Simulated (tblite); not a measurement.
**Saddle-point search, with input and output: C7H12O2**

- system: C7H12O2, SMILES O=C1CCCOCCC1
- method: GFN2-xTB saddle search (eigenvector following) and harmonic vibrations, gas phase (tblite 0.8.0)

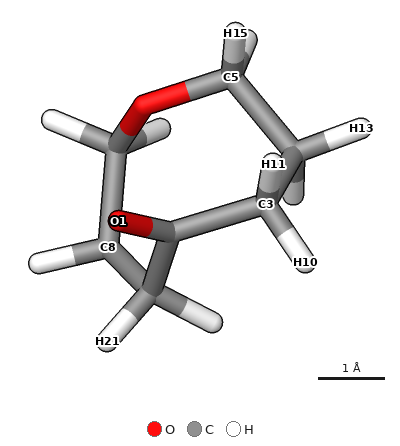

The input geometry (stick view, seen at a tilt; atoms are numbered from 1 in the order of the input).

### Input file
```
{"job": {"xc": "GFN2-xTB", "basis": "xTB", "kind": "saddle"}, "charge": 0, "multiplicity": 1}
O      0.145668    -1.500467    -2.012244
C     -0.076731    -1.239881    -0.857052
C     -1.487167    -1.017966    -0.328943
C     -1.582291     0.259196     0.499752
C     -1.074618     1.410874    -0.366642
O      0.198890     1.138465    -0.898217
C      1.276314     1.241191     0.002321
C      1.851403    -0.108924     0.495210
C      0.986651    -1.358578     0.230069
H     -1.752948    -1.885887     0.279220
H     -2.170841    -0.966127    -1.177553
H     -0.968854     0.178864     1.399237
H     -2.611919     0.448859     0.805001
H     -1.061895     2.352482     0.201755
H     -1.722227     1.533632    -1.238598
H      2.066019     1.771518    -0.541152
H      0.983884     1.863281     0.857475
H      2.818328    -0.253648     0.016558
H      2.030217    -0.033964     1.569546
H      0.496804    -1.672185     1.152594
H      1.655314    -2.160733    -0.088335
```

The first line tells a small driver script what to run in tblite; the rest is the geometry in Å.

Launched with:
```bash
OMP_NUM_THREADS=1 python <driver script> task.json out
```

### Log
```
step      E/eV     max force
  0    -795.23521   0.0600
  1    -795.22695   0.0775
  2    -795.22142   0.1671
  3    -795.22490   0.0368
  4    -795.22294   0.0508
  5    -795.22238   0.0586
  6    -795.22354   0.0251
  7    -795.22444   0.0330
  8    -795.22461   0.0050
  9    -795.22463   0.0037
lowest wavenumbers (cm-1): -189.0 76.0 155.3 219.6 278.3 288.4
```

### Trajectory as extended XYZ (Å, eV, eV/Å), 10 frames, from step=0 to step=9
```
21
Properties=species:S:1:pos:R:3:forces:R:3 step=0 energy=-795.23521
O     0.1457   -1.5005   -2.0122    0.0010   0.0110   0.0590
C    -0.0767   -1.2399   -0.8571    0.0140  -0.0120  -0.0550
C    -1.4872   -1.0180   -0.3289   -0.0010  -0.0010  -0.0060
C    -1.5823    0.2592    0.4998   -0.0050  -0.0020  -0.0030
C    -1.0746    1.4109   -0.3666   -0.0030  -0.0010   0.0000
O     0.1989    1.1385   -0.8982    0.0000   0.0000   0.0050
C     1.2763    1.2412    0.0023   -0.0010   0.0040   0.0070
C     1.8514   -0.1089    0.4952    0.0150  -0.0020  -0.0140
C     0.9867   -1.3586    0.2301   -0.0070   0.0030   0.0130
H    -1.7529   -1.8859    0.2792   -0.0060  -0.0040  -0.0100
H    -2.1708   -0.9661   -1.1776    0.0050   0.0020  -0.0110
H    -0.9689    0.1789    1.3992   -0.0070  -0.0040  -0.0020
H    -2.6119    0.4489    0.8050   -0.0060  -0.0040  -0.0060
H    -1.0619    2.3525    0.2018   -0.0060  -0.0020   0.0030
H    -1.7222    1.5336   -1.2386    0.0000   0.0000  -0.0030
H     2.0660    1.7715   -0.5412   -0.0020   0.0220   0.0130
H     0.9839    1.8633    0.8575   -0.0110  -0.0100   0.0200
H     2.8183   -0.2536    0.0166    0.0010  -0.0100  -0.0510
H     2.0302   -0.0340    1.5695    0.0520  -0.0070  -0.0140
H     0.4968   -1.6722    1.1526   -0.0180   0.0320   0.0200
H     1.6553   -2.1607   -0.0883   -0.0170  -0.0160   0.0330
21
Properties=species:S:1:pos:R:3:forces:R:3 step=1 energy=-795.22695
O     0.1614   -1.4979   -2.0149    0.0050   0.0030   0.0240
C    -0.0718   -1.2363   -0.8626    0.0050  -0.0050  -0.0150
C    -1.4869   -1.0195   -0.3448   -0.0040  -0.0010  -0.0010
C    -1.5837    0.2413    0.5087   -0.0040  -0.0030  -0.0090
C    -1.0773    1.4083   -0.3383    0.0010   0.0060  -0.0020
O     0.1838    1.1351   -0.8994    0.0150   0.0140   0.0290
C     1.2890    1.2440   -0.0340    0.0220   0.0260   0.0110
C     1.8396   -0.0992    0.5125    0.0280   0.0240  -0.0070
C     0.9822   -1.3521    0.2346   -0.0010   0.0050   0.0100
H    -1.7619   -1.8994    0.2423   -0.0020   0.0060  -0.0120
H    -2.1618   -0.9479   -1.1993    0.0080   0.0010  -0.0010
H    -0.9704    0.1456    1.4067   -0.0090  -0.0030  -0.0050
H    -2.6136    0.4246    0.8169   -0.0040  -0.0030  -0.0060
H    -1.0457    2.3366    0.2514   -0.0010  -0.0130  -0.0050
H    -1.7388    1.5575   -1.1966    0.0100   0.0000   0.0120
H     2.0761    1.7248   -0.6290   -0.0540  -0.0220   0.0510
H     1.0404    1.9170    0.7999    0.0100  -0.0520  -0.0430
H     2.8270   -0.2555    0.0780   -0.0370   0.0070  -0.0200
H     1.9747   -0.0056    1.5928    0.0310  -0.0020  -0.0480
H     0.4830   -1.6673    1.1518   -0.0090   0.0220   0.0120
H     1.6546   -2.1538   -0.0768   -0.0110  -0.0090   0.0240
21
Properties=species:S:1:pos:R:3:forces:R:3 step=2 energy=-795.22142
O     0.1770   -1.4985   -2.0162    0.0030   0.0040   0.0160
C    -0.0664   -1.2344   -0.8666    0.0020  -0.0030  -0.0060
C    -1.4860   -1.0205   -0.3601   -0.0080  -0.0020   0.0030
C    -1.5862    0.2242    0.5166   -0.0020  -0.0020  -0.0160
C    -1.0786    1.4069   -0.3087    0.0030   0.0160  -0.0070
O     0.1686    1.1322   -0.9011    0.0300   0.0310   0.0600
C     1.3006    1.2446   -0.0717    0.0490   0.0520   0.0180
C     1.8264   -0.0884    0.5290    0.0470   0.0580   0.0040
C     0.9797   -1.3465    0.2389    0.0050   0.0080   0.0070
H    -1.7709   -1.9110    0.2067    0.0030   0.0160  -0.0150
H    -2.1511   -0.9301   -1.2208    0.0110   0.0000   0.0110
H    -0.9766    0.1127    1.4153   -0.0100  -0.0020  -0.0110
H    -2.6174    0.4015    0.8241   -0.0020  -0.0030  -0.0060
H    -1.0248    2.3197    0.3045    0.0010  -0.0340  -0.0230
H    -1.7544    1.5865   -1.1512    0.0280  -0.0060   0.0350
H     2.0831    1.6738   -0.7147   -0.1150  -0.0670   0.1010
H     1.0964    1.9655    0.7382    0.0300  -0.1030  -0.1100
H     2.8332   -0.2535    0.1404   -0.0810   0.0260   0.0110
H     1.9161    0.0261    1.6136    0.0120  -0.0010  -0.0930
H     0.4737   -1.6655    1.1512   -0.0020   0.0130   0.0050
H     1.6576   -2.1453   -0.0676   -0.0060  -0.0030   0.0140
21
Properties=species:S:1:pos:R:3:forces:R:3 step=3 energy=-795.22490
O     0.1678   -1.4979   -2.0152    0.0060   0.0000   0.0090
C    -0.0695   -1.2355   -0.8640    0.0030  -0.0020  -0.0030
C    -1.4864   -1.0197   -0.3508   -0.0020  -0.0010  -0.0020
C    -1.5847    0.2346    0.5117   -0.0030  -0.0020  -0.0050
C    -1.0775    1.4078   -0.3262    0.0000   0.0030   0.0000
O     0.1779    1.1344   -0.8996    0.0060   0.0060   0.0140
C     1.2933    1.2435   -0.0489    0.0080   0.0110   0.0070
C     1.8339   -0.0944    0.5189    0.0140   0.0100  -0.0070
C     0.9815   -1.3499    0.2364   -0.0020   0.0030   0.0080
H    -1.7654   -1.9035    0.2282   -0.0020   0.0020  -0.0080
H    -2.1572   -0.9406   -1.2076    0.0050   0.0010  -0.0040
H    -0.9734    0.1324    1.4101   -0.0070  -0.0030  -0.0020
H    -2.6153    0.4156    0.8192   -0.0040  -0.0030  -0.0050
H    -1.0371    2.3296    0.2726   -0.0010  -0.0070  -0.0010
H    -1.7443    1.5690   -1.1780    0.0050   0.0010   0.0060
H     2.0775    1.7023   -0.6620   -0.0240  -0.0050   0.0250
H     1.0634    1.9346    0.7740    0.0030  -0.0250  -0.0140
H     2.8282   -0.2532    0.1029   -0.0170   0.0010  -0.0220
H     1.9509    0.0078    1.6000    0.0260  -0.0020  -0.0260
H     0.4799   -1.6667    1.1517   -0.0070   0.0180   0.0100
H     1.6563   -2.1501   -0.0733   -0.0080  -0.0070   0.0200
21
Properties=species:S:1:pos:R:3:forces:R:3 step=4 energy=-795.22294
O     0.1768   -1.4977   -2.0156    0.0050   0.0000   0.0060
C    -0.0663   -1.2343   -0.8659    0.0020  -0.0010   0.0000
C    -1.4857   -1.0202   -0.3591   -0.0020  -0.0010  -0.0010
C    -1.5870    0.2253    0.5157   -0.0020  -0.0010  -0.0050
C    -1.0779    1.4072   -0.3093    0.0000   0.0050  -0.0010
O     0.1695    1.1330   -0.8998    0.0090   0.0090   0.0180
C     1.2996    1.2432   -0.0695    0.0140   0.0160   0.0060
C     1.8266   -0.0881    0.5277    0.0160   0.0160  -0.0030
C     0.9805   -1.3467    0.2390    0.0000   0.0040   0.0060
H    -1.7699   -1.9096    0.2089   -0.0010   0.0040  -0.0080
H    -2.1509   -0.9313   -1.2194    0.0050   0.0010  -0.0010
H    -0.9790    0.1143    1.4153   -0.0060  -0.0030  -0.0030
H    -2.6187    0.4030    0.8213   -0.0020  -0.0020  -0.0040
H    -1.0250    2.3198    0.3026    0.0000  -0.0110  -0.0040
H    -1.7520    1.5859   -1.1522    0.0080   0.0000   0.0120
H     2.0802    1.6719   -0.7090   -0.0360  -0.0160   0.0320
H     1.0955    1.9602    0.7389    0.0080  -0.0330  -0.0300
H     2.8307   -0.2509    0.1365   -0.0230   0.0050  -0.0100
H     1.9191    0.0257    1.6101    0.0160  -0.0010  -0.0310
H     0.4755   -1.6656    1.1517   -0.0050   0.0130   0.0060
H     1.6584   -2.1452   -0.0680   -0.0060  -0.0040   0.0140
21
Properties=species:S:1:pos:R:3:forces:R:3 step=5 energy=-795.22238
O     0.1861   -1.4980   -2.0156    0.0030   0.0010   0.0050
C    -0.0628   -1.2332   -0.8674    0.0010  -0.0010  -0.0010
C    -1.4848   -1.0205   -0.3675   -0.0020  -0.0010   0.0000
C    -1.5894    0.2160    0.5195   -0.0010   0.0000  -0.0050
C    -1.0779    1.4068   -0.2918    0.0000   0.0070  -0.0010
O     0.1610    1.1319   -0.9000    0.0090   0.0110   0.0210
C     1.3056    1.2421   -0.0905    0.0170   0.0190   0.0060
C     1.8191   -0.0813    0.5360    0.0150   0.0200   0.0010
C     0.9797   -1.3434    0.2419    0.0010   0.0030   0.0040
H    -1.7746   -1.9153    0.1892    0.0010   0.0050  -0.0070
H    -2.1439   -0.9217   -1.2315    0.0050   0.0010   0.0020
H    -0.9858    0.0958    1.4208   -0.0050  -0.0020  -0.0040
H    -2.6225    0.3905    0.8223   -0.0010  -0.0020  -0.0030
H    -1.0116    2.3093    0.3337    0.0010  -0.0150  -0.0070
H    -1.7593    1.6039   -1.1250    0.0110  -0.0010   0.0160
H     2.0816    1.6401   -0.7551   -0.0410  -0.0230   0.0350
H     1.1276    1.9839    0.7023    0.0110  -0.0360  -0.0390
H     2.8322   -0.2474    0.1697   -0.0250   0.0080   0.0000
H     1.8872    0.0448    1.6189    0.0060   0.0000  -0.0320
H     0.4716   -1.6642    1.1523   -0.0020   0.0070   0.0030
H     1.6609   -2.1401   -0.0623   -0.0030  -0.0020   0.0080
21
Properties=species:S:1:pos:R:3:forces:R:3 step=6 energy=-795.22354
O     0.2009   -1.4981   -2.0132    0.0010   0.0010   0.0040
C    -0.0576   -1.2323   -0.8673    0.0010  -0.0010  -0.0010
C    -1.4835   -1.0211   -0.3787   -0.0010   0.0000   0.0000
C    -1.5946    0.2049    0.5219    0.0000   0.0000  -0.0030
C    -1.0778    1.4062   -0.2712   -0.0010   0.0040   0.0000
O     0.1516    1.1313   -0.8981    0.0040   0.0050   0.0090
C     1.3113    1.2404   -0.1115    0.0060   0.0100  -0.0010
C     1.8145   -0.0740    0.5400    0.0030   0.0080   0.0000
C     0.9774   -1.3383    0.2495   -0.0010   0.0000   0.0010
H    -1.7807   -1.9216    0.1645    0.0010   0.0030  -0.0040
H    -2.1337   -0.9110   -1.2480    0.0030   0.0010   0.0020
H    -0.9988    0.0739    1.4267   -0.0030  -0.0020  -0.0030
H    -2.6301    0.3759    0.8184    0.0000  -0.0010  -0.0010
H    -0.9966    2.2956    0.3705    0.0010  -0.0090  -0.0030
H    -1.7657    1.6260   -1.0932    0.0060   0.0000   0.0110
H     2.0794    1.6074   -0.8005   -0.0180  -0.0110   0.0130
H     1.1610    2.0040    0.6651    0.0060  -0.0140  -0.0200
H     2.8319   -0.2442    0.1897   -0.0050   0.0020   0.0010
H     1.8679    0.0652    1.6215    0.0000   0.0020  -0.0080
H     0.4635   -1.6524    1.1590   -0.0010   0.0020   0.0000
H     1.6595   -2.1379   -0.0450   -0.0020   0.0010   0.0030
21
Properties=species:S:1:pos:R:3:forces:R:3 step=7 energy=-795.22444
O     0.2279   -1.4995   -2.0054   -0.0050   0.0060   0.0230
C    -0.0488   -1.2319   -0.8640    0.0010  -0.0090  -0.0080
C    -1.4823   -1.0227   -0.3966   -0.0010  -0.0020   0.0010
C    -1.6055    0.1896    0.5214   -0.0010   0.0060  -0.0070
C    -1.0788    1.4049   -0.2452   -0.0060   0.0090  -0.0010
O     0.1404    1.1304   -0.8929    0.0070   0.0110   0.0180
C     1.3170    1.2398   -0.1319   -0.0020   0.0170  -0.0080
C     1.8193   -0.0674    0.5338   -0.0050  -0.0020   0.0000
C     0.9703   -1.3290    0.2684    0.0010  -0.0100   0.0020
H    -1.7912   -1.9310    0.1277    0.0050   0.0120  -0.0080
H    -2.1171   -0.8979   -1.2756    0.0090   0.0000   0.0130
H    -1.0237    0.0446    1.4333   -0.0080   0.0010  -0.0120
H    -2.6455    0.3555    0.8056    0.0050   0.0000  -0.0030
H    -0.9797    2.2763    0.4191   -0.0010  -0.0250  -0.0190
H    -1.7727    1.6555   -1.0544    0.0190  -0.0060   0.0250
H     2.0735    1.5840   -0.8453   -0.0250  -0.0100   0.0190
H     1.1927    2.0201    0.6329    0.0020  -0.0170  -0.0240
H     2.8317   -0.2479    0.1751    0.0040  -0.0030  -0.0010
H     1.8841    0.0859    1.6125    0.0010   0.0000   0.0010
H     0.4427   -1.6144    1.1802    0.0110   0.0040  -0.0200
H     1.6456   -2.1447    0.0014   -0.0140   0.0180   0.0060
21
Properties=species:S:1:pos:R:3:forces:R:3 step=8 energy=-795.22461
O     0.2316   -1.4997   -2.0031    0.0000   0.0000   0.0020
C    -0.0475   -1.2317   -0.8626   -0.0010  -0.0010  -0.0010
C    -1.4819   -1.0228   -0.3988    0.0000   0.0000   0.0010
C    -1.6087    0.1876    0.5206    0.0000   0.0010   0.0000
C    -1.0785    1.4043   -0.2409   -0.0020   0.0010  -0.0010
O     0.1389    1.1296   -0.8914    0.0000   0.0010   0.0020
C     1.3175    1.2393   -0.1348   -0.0010   0.0010   0.0000
C     1.8210   -0.0665    0.5324    0.0000  -0.0010   0.0000
C     0.9696   -1.3271    0.2713    0.0010   0.0000   0.0000
H    -1.7921   -1.9317    0.1228    0.0000   0.0000   0.0000
H    -2.1139   -0.8965   -1.2791    0.0010   0.0000   0.0010
H    -1.0316    0.0404    1.4348   -0.0020   0.0000  -0.0030
H    -2.6498    0.3535    0.8003    0.0020   0.0000  -0.0010
H    -0.9760    2.2717    0.4267    0.0000  -0.0040  -0.0020
H    -1.7723    1.6605   -1.0472    0.0030   0.0000   0.0040
H     2.0712    1.5806   -0.8512   -0.0020  -0.0010   0.0000
H     1.1966    2.0214    0.6276    0.0000   0.0000  -0.0010
H     2.8324   -0.2489    0.1712   -0.0010   0.0000   0.0000
H     1.8889    0.0888    1.6106    0.0000  -0.0010  -0.0010
H     0.4412   -1.6083    1.1830    0.0010   0.0010  -0.0020
H     1.6434   -2.1444    0.0078   -0.0010   0.0010   0.0010
21
Properties=species:S:1:pos:R:3:forces:R:3 step=9 energy=-795.22463
O     0.2359   -1.4999   -2.0016   -0.0010   0.0000   0.0020
C    -0.0461   -1.2317   -0.8619    0.0010  -0.0010   0.0000
C    -1.4817   -1.0232   -0.4014    0.0000   0.0000   0.0000
C    -1.6109    0.1854    0.5200    0.0000   0.0000  -0.0010
C    -1.0787    1.4040   -0.2371    0.0000   0.0010   0.0000
O     0.1372    1.1295   -0.8903    0.0010   0.0000   0.0000
C     1.3181    1.2393   -0.1372    0.0010   0.0010  -0.0010
C     1.8224   -0.0658    0.5308    0.0000  -0.0010   0.0000
C     0.9685   -1.3255    0.2744    0.0000  -0.0020   0.0010
H    -1.7933   -1.9331    0.1177    0.0000   0.0000   0.0000
H    -2.1112   -0.8953   -1.2831    0.0000   0.0000   0.0000
H    -1.0365    0.0363    1.4354    0.0000   0.0000   0.0010
H    -2.6527    0.3507    0.7972   -0.0010   0.0000   0.0000
H    -0.9733    2.2681    0.4341    0.0000   0.0000  -0.0010
H    -1.7729    1.6656   -1.0413    0.0010  -0.0010   0.0010
H     2.0697    1.5779   -0.8570    0.0000   0.0010   0.0010
H     1.2007    2.0234    0.6237    0.0000  -0.0010   0.0000
H     2.8323   -0.2500    0.1666    0.0000   0.0000   0.0000
H     1.8939    0.0910    1.6086    0.0000   0.0000   0.0000
H     0.4378   -1.6012    1.1865    0.0020   0.0000  -0.0030
H     1.6407   -2.1457    0.0160   -0.0020   0.0030   0.0010
```

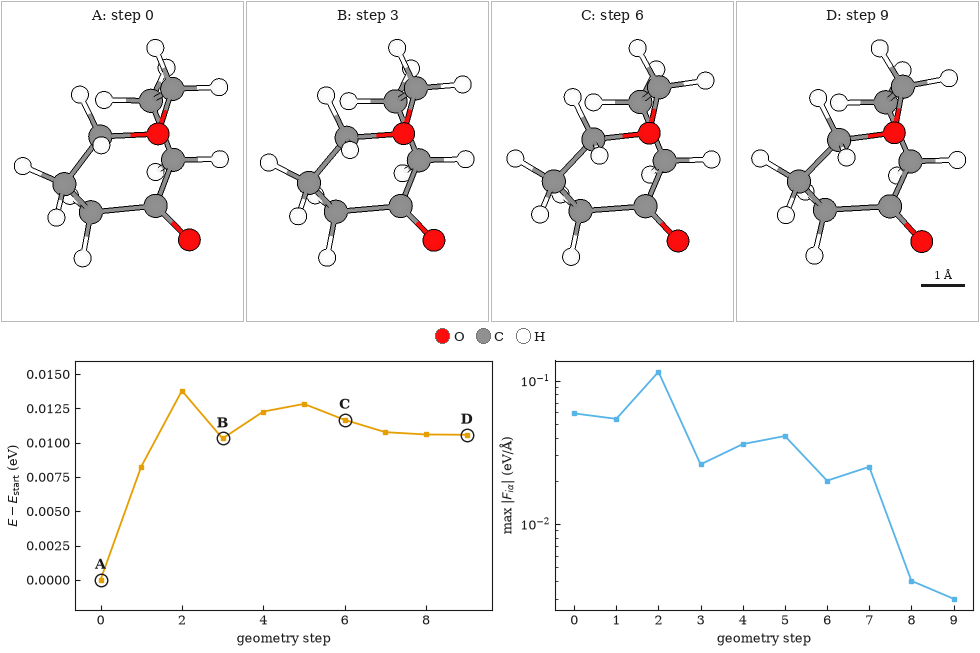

Frames of the saddle-point search (ball-and-stick view, seen at a tilt) above the curves, on which the letters mark them (steps are counted from 0).

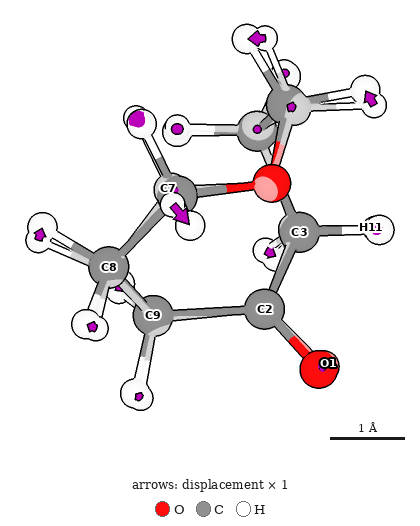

Start (faint) and end (solid) with the displacements as pink arrows, at true length (ball-and-stick view, seen at a tilt). The two geometries are laid on each other by the best rigid fit. Over 9 geometry steps the energy rises by 0.011 eV. The largest force component goes from 0.059 to 0.003 eV/Å. The atom that moves furthest after the best rigid fit is H16 (0.37 Å). Largest moves by element: H 0.37 Å, C 0.15 Å, O 0.09 Å. (Atoms are counted from 1 in the order of the input.)

### Key numbers

- outcome: converged
- total energy: −795.2246 eV
- point group: C1
- hardware: 1 CPU thread, shared host
- wall time: 4.6 s
- peak memory: 0.2 GiB
